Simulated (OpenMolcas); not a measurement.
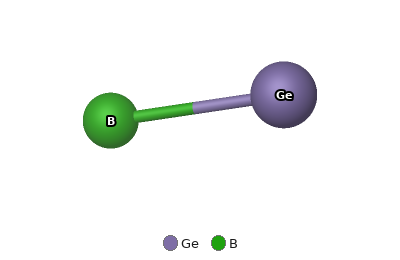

The molecule at the reference distance of 1.980 Å.

# Relativistic diatomic calculation: GeB (part 1 of 2)

GeB. Computed at this level: SA-CASSCF(7,8)/XMS-CASPT2 + RASSI spin-orbit (X2C scalar, AMFI), ANO-RCC-VTZP (OpenMolcas).

### The input
```
&GATEWAY
Coord
2
angstrom
Ge 0.0 0.0 0.0
B 0.0 0.0 1.9800
Basis=ANO-RCC-VTZP
Group=XY
RX2C
AMFI
ANGMom
0.0 0.0 0.0
RICD
&SEWARD
&GUESSORB
&RASSCF
FileOrb=$CurrDir/o41.orb
Symmetry=1
Spin=4
nActEl=7 0 0
Inactive=9 6
RAS2=4 4
CIRoot=5 5 1
Linear
Iterations=120 100
OrbListing=Nothing
PRWF=0.15
>>COPY $Project.RasOrb $CurrDir/o41.orb
>>COPY $Project.rasscf.h5 $CurrDir/r41.h5
&CASPT2
XMultistate=all
Imaginary=0.2
IPEA=0.25
MaxIter=40
>>COPY $Project.JobMix JOB001
&RASSCF
FileOrb=$CurrDir/o21.orb
Symmetry=1
Spin=2
nActEl=7 0 0
Inactive=9 6
RAS2=4 4
CIRoot=5 5 1
Linear
Iterations=120 100
OrbListing=Nothing
PRWF=0.15
>>COPY $Project.RasOrb $CurrDir/o21.orb
>>COPY $Project.rasscf.h5 $CurrDir/r21.h5
&CASPT2
XMultistate=all
Imaginary=0.2
IPEA=0.25
MaxIter=40
>>COPY $Project.JobMix JOB002
&RASSCF
FileOrb=$CurrDir/o22.orb
Symmetry=2
Spin=2
nActEl=7 0 0
Inactive=9 6
RAS2=4 4
CIRoot=6 6 1
Linear
Iterations=120 100
OrbListing=Nothing
PRWF=0.15
>>COPY $Project.RasOrb $CurrDir/o22.orb
>>COPY $Project.rasscf.h5 $CurrDir/r22.h5
&CASPT2
XMultistate=all
Imaginary=0.2
IPEA=0.25
MaxIter=40
>>COPY $Project.JobMix JOB003
&RASSCF
FileOrb=$CurrDir/o42.orb
Symmetry=2
Spin=4
nActEl=7 0 0
Inactive=9 6
RAS2=4 4
CIRoot=4 4 1
Linear
Iterations=120 100
OrbListing=Nothing
PRWF=0.15
>>COPY $Project.RasOrb $CurrDir/o42.orb
>>COPY $Project.rasscf.h5 $CurrDir/r42.h5
&CASPT2
XMultistate=all
Imaginary=0.2
IPEA=0.25
MaxIter=40
>>COPY $Project.JobMix JOB004
&RASSCF
FileOrb=$CurrDir/o62.orb
Symmetry=2
Spin=6
nActEl=7 0 0
Inactive=9 6
RAS2=4 4
CIRoot=2 2 1
Linear
Iterations=120 100
OrbListing=Nothing
PRWF=0.15
>>COPY $Project.RasOrb $CurrDir/o62.orb
>>COPY $Project.rasscf.h5 $CurrDir/r62.h5
&CASPT2
XMultistate=all
Imaginary=0.2
IPEA=0.25
MaxIter=40
>>COPY $Project.JobMix JOB005
&RASSI
Nr of JobIphs=5 5 5 6 4 2
1 2 3 4 5
1 2 3 4 5
1 2 3 4 5 6
1 2 3 4
1 2
SpinOrbit
EJob
Omega
MEES
MESO
Properties=4
'AngMom' 3 'Mltpl  1' 1 'Mltpl  1' 2 'Mltpl  1' 3
Thrs=1.0d-4
>>COPY $Project.rassi.h5 $CurrDir/so.h5
```

The first orbital files come from an earlier step.

Command:
```bash
pymolcas m.inp (one call a module block, same work directory)
```

### Log (extracts)
```
++    Wave function specifications:
      Number of closed shell electrons          30
      Number of electrons in active shells       7
      Number of inactive orbitals               15
      Number of active orbitals                  8
      Number of secondary orbitals              50
      Spin quantum number                      1.5
      State symmetry                             1
++    Orbital specifications:
      Symmetry species                           1   2
                                                 a   b
      Frozen orbitals                            0   0
      Inactive orbitals                          9   6
      Active orbitals                            4   4
      RAS2 orbitals                              4   4
      Secondary orbitals                        26  24
      Number of basis functions                 39  34
      printout of CI-coefficients larger than  0.15 for root  1
      energy=   -2121.735695
      conf/sym  1111 2222     Coeff  Weight
             6  22u0 00uu   0.93597 0.87603
      printout of CI-coefficients larger than  0.15 for root  2
      energy=   -2121.628059
      conf/sym  1111 2222     Coeff  Weight
             2  22u0 u0u0  -0.39774 0.15820
             5  22u0 0u0u   0.39774 0.15820
            18  u220 00uu  -0.75416 0.56876
      printout of CI-coefficients larger than  0.15 for root  3
      energy=   -2121.622554
      conf/sym  1111 2222     Coeff  Weight
             3  22u0 0uu0  -0.67884 0.46082
             4  22u0 u00u   0.67884 0.46082
      printout of CI-coefficients larger than  0.15 for root  4
      energy=   -2121.622554
      conf/sym  1111 2222     Coeff  Weight
             2  22u0 u0u0   0.67884 0.46082
             5  22u0 0u0u   0.67884 0.46082
      printout of CI-coefficients larger than  0.15 for root  5
      energy=   -2121.618859
      conf/sym  1111 2222     Coeff  Weight
             3  22u0 0uu0   0.68540 0.46978
             4  22u0 u00u   0.68540 0.46978
      Natural orbitals and occupation numbers for root  1
      sym 1:   1.909834   1.976935   1.013748   0.028450
      sym 2:   0.061710   0.061710   0.973806   0.973806
      Natural orbitals and occupation numbers for root  2
      sym 1:   1.320343   1.973200   1.581019   0.031351
      sym 2:   0.218891   0.218890   0.828154   0.828153
      Natural orbitals and occupation numbers for root  3
      sym 1:   1.939038   1.971837   0.991800   0.022136
      sym 2:   0.514712   0.514711   0.522883   0.522883
      Natural orbitals and occupation numbers for root  4
      sym 1:   1.939038   1.971837   0.991800   0.022136
      sym 2:   0.514711   0.514712   0.522883   0.522884
      Natural orbitals and occupation numbers for root  5
      sym 1:   1.933934   1.970895   0.991122   0.022241
      sym 2:   0.515115   0.515115   0.525789   0.525789
      RASSCF energy for state  5                  -2121.61885904
::    RASSCF root number  1 Total energy:  -2121.73569519
::    RASSCF root number  2 Total energy:  -2121.62805899
::    RASSCF root number  3 Total energy:  -2121.62255386
::    RASSCF root number  4 Total energy:  -2121.62255386
::    RASSCF root number  5 Total energy:  -2121.61885904
      Von Neumann Entropy (Root   1) =  1.98504
++    Wave function specifications:
      Number of closed shell electrons           0
      Number of electrons in active shells       7
      Number of inactive orbitals                0
      Number of active orbitals                  8
      Number of secondary orbitals              50
      Spin quantum number                      1.5
      State symmetry                             1
      Number of CSFs                           672
      Number of CASSCF root(s) available         5
      CASPT2 state passed to geometry opt.       5
      A file JOBMIX will be created
      This is a MULTI-STATE CASSCF reference
      Number of CI roots used                    5
      These are:                                 1   2   3   4   5
      Off-diagonal elements of Heff are computed
  FINAL CASPT2 RESULT:
      Reference energy:       -2121.7356951906
      E2 (Non-variational):      -0.0831669673
      Shift correction:          -0.0014396251
      E2 (Variational):          -0.0846065924
      Total energy:           -2121.8203017830
      Reference weight:           0.95379
  FINAL CASPT2 RESULT:
      Reference energy:       -2121.6280589895
      E2 (Non-variational):      -0.0800366593
      Shift correction:          -0.0015489280
      E2 (Variational):          -0.0815855873
      Total energy:           -2121.7096445768
      Reference weight:           0.95420
  FINAL CASPT2 RESULT:
      Reference energy:       -2121.6225538611
      E2 (Non-variational):      -0.0815534255
      Shift correction:          -0.0012488459
      E2 (Variational):          -0.0828022714
      Total energy:           -2121.7053561325
      Reference weight:           0.95669
  FINAL CASPT2 RESULT:
      Reference energy:       -2121.6225538611
      E2 (Non-variational):      -0.0815126258
      Shift correction:          -0.0012464952
      E2 (Variational):          -0.0827591210
      Total energy:           -2121.7053129821
      Reference weight:           0.95674
  FINAL CASPT2 RESULT:
      Reference energy:       -2121.6188590397
      E2 (Non-variational):      -0.0812504210
      Shift correction:          -0.0012231711
      E2 (Variational):          -0.0824735920
      Total energy:           -2121.7013326317
      Reference weight:           0.95711
       Total XMS-CASPT2 energies:
::    XMS-CASPT2 Root  1     Total energy:  -2121.82019716
::    XMS-CASPT2 Root  2     Total energy:  -2121.70974921
::    XMS-CASPT2 Root  3     Total energy:  -2121.70535804
::    XMS-CASPT2 Root  4     Total energy:  -2121.70531108
::    XMS-CASPT2 Root  5     Total energy:  -2121.70133262
++    Wave function specifications:
      Number of closed shell electrons          30
      Number of electrons in active shells       7
      Number of inactive orbitals               15
      Number of active orbitals                  8
      Number of secondary orbitals              50
      Spin quantum number                      0.5
      State symmetry                             1
      printout of CI-coefficients larger than  0.15 for root  1
      energy=   -2121.703501
      conf/sym  1111 2222     Coeff  Weight
            13  22u0 0020  -0.65784 0.43275
            20  22u0 0002   0.65784 0.43275
      printout of CI-coefficients larger than  0.15 for root  2
      energy=   -2121.703501
      conf/sym  1111 2222     Coeff  Weight
             7  22u0 ud00   0.15178 0.02304
            16  22u0 00du  -0.46516 0.21637
            19  22u0 00ud  -0.80568 0.64912
      printout of CI-coefficients larger than  0.15 for root  3
      energy=   -2121.702436
      conf/sym  1111 2222     Coeff  Weight
            16  22u0 00du  -0.81659 0.66682
            19  22u0 00ud   0.47146 0.22228
      printout of CI-coefficients larger than  0.15 for root  4
      energy=   -2121.693103
      conf/sym  1111 2222     Coeff  Weight
            13  22u0 0020  -0.65480 0.42877
            20  22u0 0002  -0.65480 0.42877
      printout of CI-coefficients larger than  0.15 for root  5
      energy=   -2121.611372
      conf/sym  1111 2222     Coeff  Weight
             9  22u0 d0u0  -0.25067 0.06284
            11  22u0 u0d0  -0.59967 0.35960
            15  22u0 0d0u   0.25067 0.06284
            18  22u0 0u0d   0.59967 0.35960
            48  u220 00du   0.17318 0.02999
      Natural orbitals and occupation numbers for root  1
      sym 1:   1.927452   1.977996   1.004477   0.027839
      sym 2:   0.077006   0.077006   0.954112   0.954112
      Natural orbitals and occupation numbers for root  2
      sym 1:   1.927452   1.977996   1.004477   0.027839
      sym 2:   0.077006   0.077006   0.954112   0.954112
      Natural orbitals and occupation numbers for root  3
      sym 1:   1.923385   1.976859   1.003321   0.036561
      sym 2:   0.059326   0.059326   0.970611   0.970611
      Natural orbitals and occupation numbers for root  4
      sym 1:   1.905974   1.963214   1.002605   0.028094
      sym 2:   0.082574   0.082575   0.967481   0.967482
      Natural orbitals and occupation numbers for root  5
      sym 1:   1.892439   1.969049   1.038273   0.031379
      sym 2:   0.483415   0.483415   0.551015   0.551015
      RASSCF energy for state  5                  -2121.61137169
::    RASSCF root number  1 Total energy:  -2121.70350085
::    RASSCF root number  2 Total energy:  -2121.70350085
::    RASSCF root number  3 Total energy:  -2121.70243620
::    RASSCF root number  4 Total energy:  -2121.69310270
::    RASSCF root number  5 Total energy:  -2121.61137169
      Von Neumann Entropy (Root   1) =  2.03261
++    Wave function specifications:
      Number of closed shell electrons           0
      Number of electrons in active shells       7
      Number of inactive orbitals                0
      Number of active orbitals                  8
      Number of secondary orbitals              50
      Spin quantum number                      0.5
      State symmetry                             1
      Number of CSFs                          1176
      Number of CASSCF root(s) available         5
      CASPT2 state passed to geometry opt.       5
      A file JOBMIX will be created
      This is a MULTI-STATE CASSCF reference
      Number of CI roots used                    5
      These are:                                 1   2   3   4   5
      Off-diagonal elements of Heff are computed
  FINAL CASPT2 RESULT:
      Reference energy:       -2121.7035008479
      E2 (Non-variational):      -0.0844782526
      Shift correction:          -0.0013279159
      E2 (Variational):          -0.0858061685
      Total energy:           -2121.7893070164
      Reference weight:           0.95420
  FINAL CASPT2 RESULT:
      Reference energy:       -2121.7035008479
      E2 (Non-variational):      -0.0844072279
      Shift correction:          -0.0013222689
      E2 (Variational):          -0.0857294968
      Total energy:           -2121.7892303447
      Reference weight:           0.95430
  FINAL CASPT2 RESULT:
      Reference energy:       -2121.7024362019
      E2 (Non-variational):      -0.0857372814
      Shift correction:          -0.0014377603
      E2 (Variational):          -0.0871750418
      Total energy:           -2121.7896112436
      Reference weight:           0.95269
  FINAL CASPT2 RESULT:
      Reference energy:       -2121.6931026976
      E2 (Non-variational):      -0.0820754376
      Shift correction:          -0.0012998018
      E2 (Variational):          -0.0833752393
      Total energy:           -2121.7764779370
      Reference weight:           0.95567
  FINAL CASPT2 RESULT:
      Reference energy:       -2121.6113716904
      E2 (Non-variational):      -0.0877376504
      Shift correction:          -0.0020858623
      E2 (Variational):          -0.0898235127
      Total energy:           -2121.7011952030
      Reference weight:           0.94790
       Total XMS-CASPT2 energies:
::    XMS-CASPT2 Root  1     Total energy:  -2121.78932255
::    XMS-CASPT2 Root  2     Total energy:  -2121.78921481
::    XMS-CASPT2 Root  3     Total energy:  -2121.78893448
::    XMS-CASPT2 Root  4     Total energy:  -2121.77647794
::    XMS-CASPT2 Root  5     Total energy:  -2121.70187196
++    Wave function specifications:
      Number of closed shell electrons          30
      Number of electrons in active shells       7
      Number of inactive orbitals               15
      Number of active orbitals                  8
      Number of secondary orbitals              50
      Spin quantum number                      0.5
      State symmetry                             2
      printout of CI-coefficients larger than  0.15 for root  1
      energy=   -2121.706912
      conf/sym  1111 2222     Coeff  Weight
            75  2200 020u  -0.16630 0.02765
            78  2200 002u   0.88731 0.78732
           178  0220 002u  -0.18048 0.03257
      printout of CI-coefficients larger than  0.15 for root  2
      energy=   -2121.706912
      conf/sym  1111 2222     Coeff  Weight
            67  2200 20u0   0.16630 0.02765
            84  2200 00u2   0.88731 0.78732
           184  0220 00u2  -0.18048 0.03257
      printout of CI-coefficients larger than  0.15 for root  3
      energy=   -2121.667581
      conf/sym  1111 2222     Coeff  Weight
             1  2220 u000   0.18603 0.03461
             4  2220 000u  -0.91615 0.83933
      printout of CI-coefficients larger than  0.15 for root  4
      energy=   -2121.667581
      conf/sym  1111 2222     Coeff  Weight
             2  2220 0u00  -0.18603 0.03461
             3  2220 00u0   0.91615 0.83933
      printout of CI-coefficients larger than  0.15 for root  5
      energy=   -2121.623349
      conf/sym  1111 2222     Coeff  Weight
            71  2200 u020   0.51024 0.26034
            81  2200 0uud  -0.52636 0.27706
           118  u2d0 002u   0.16780 0.02816
           509  u2u0 002d   0.51295 0.26312
      printout of CI-coefficients larger than  0.15 for root  6
      energy=   -2121.623349
      conf/sym  1111 2222     Coeff  Weight
            76  2200 u0du  -0.51990 0.27029
            80  2200 u0ud  -0.15223 0.02318
            83  2200 0u02   0.51024 0.26034
           124  u2d0 00u2  -0.16780 0.02816
           176  0220 u0du   0.15605 0.02435
           512  u2u0 00d2  -0.51295 0.26312
      Natural orbitals and occupation numbers for root  1
      sym 1:   1.823967   1.974475   0.187268   0.018224
      sym 2:   0.068643   0.147334   1.821740   0.958349
      Natural orbitals and occupation numbers for root  2
      sym 1:   1.823966   1.974475   0.187268   0.018224
      sym 2:   0.147334   0.068643   0.958349   1.821740
      Natural orbitals and occupation numbers for root  3
      sym 1:   1.856683   1.968960   1.927691   0.030100
      sym 2:   0.061216   0.052836   0.106002   0.996513
      Natural orbitals and occupation numbers for root  4
      sym 1:   1.856682   1.968959   1.927691   0.030100
      sym 2:   0.052836   0.061216   0.996513   0.106003
      Natural orbitals and occupation numbers for root  5
      sym 1:   1.532417   1.962057   0.459161   0.022516
      sym 2:   0.342205   0.444925   1.553132   0.683586
      Natural orbitals and occupation numbers for root  6
      sym 1:   1.532416   1.962057   0.459162   0.022516
      sym 2:   0.444925   0.342205   0.683587   1.553132
      RASSCF energy for state  6                  -2121.62334919
::    RASSCF root number  1 Total energy:  -2121.70691209
::    RASSCF root number  2 Total energy:  -2121.70691209
::    RASSCF root number  3 Total energy:  -2121.66758136
::    RASSCF root number  4 Total energy:  -2121.66758134
::    RASSCF root number  5 Total energy:  -2121.62334919
::    RASSCF root number  6 Total energy:  -2121.62334919
      Von Neumann Entropy (Root   1) =  1.59664
++    Wave function specifications:
      Number of closed shell electrons           0
      Number of electrons in active shells       7
      Number of inactive orbitals                0
      Number of active orbitals                  8
      Number of secondary orbitals              50
      Spin quantum number                      0.5
      State symmetry                             2
      Number of CSFs                          1176
      Number of CASSCF root(s) available         6
      CASPT2 state passed to geometry opt.       6
      A file JOBMIX will be created
      This is a MULTI-STATE CASSCF reference
      Number of CI roots used                    6
      These are:                                 1   2   3   4   5   6
      Off-diagonal elements of Heff are computed
  FINAL CASPT2 RESULT:
      Reference energy:       -2121.7069120882
      E2 (Non-variational):      -0.0869092531
      Shift correction:          -0.0015532SPIN-FREE ENERGIES:
  (Shifted by EMIN (a.u.) =      -2121.8201971608)
 SF State       Relative EMIN(au)   Rel lowest level(eV)    D:o, cm**(-1)      Abs_M
     1             0.0000000000        0.0000000000              0.0000         0.0
    11             0.0293313911        0.7981478128           6437.4963         1.0
    12             0.0293314223        0.7981486623           6437.5031         1.0
     6             0.0308746094        0.8401409225           6776.1935         2.0
     7             0.0309823509        0.8430727184           6799.8401         2.0
     8             0.0312626767        0.8507007700           6861.3644         0.0
     9             0.0437192239        1.1896606885           9595.2606         0.0
    13             0.0623664169        1.6970766579          13687.8463         1.0
    14             0.0623664513        1.6970775950          13687.8539         1.0
    17             0.0884828847        2.4077419524          19419.7485         1.0
    18             0.0884828901        2.4077420983          19419.7497         1.0
     2             0.1104479465        3.0054417331          24240.5223         0.0
    15             0.1122467779        3.0543904282          24635.3202         1.0
    16             0.1122467850        3.0543906225          24635.3218         1.0
     3             0.1148391233        3.1249317403          25204.2743         2.0
     4             0.1148860837        3.1262095967          25214.5809         2.0
    10             0.1183251980        3.2197926662          25969.3792         0.0
     5             0.1188645442        3.2344690237          26087.7520         0.0
    19             0.1223002748        3.3279600162          26841.8077         1.0
    20             0.1223003002        3.3279607068          26841.8133         1.0
    21             0.1449884964        3.9453379755          31821.2968         1.0
    22             0.1449884995        3.9453380599          31821.2975         1.0
```

(Continued in part 2.) Outcome of the run: converged; components of a degenerate state are split by 24 cm⁻¹.
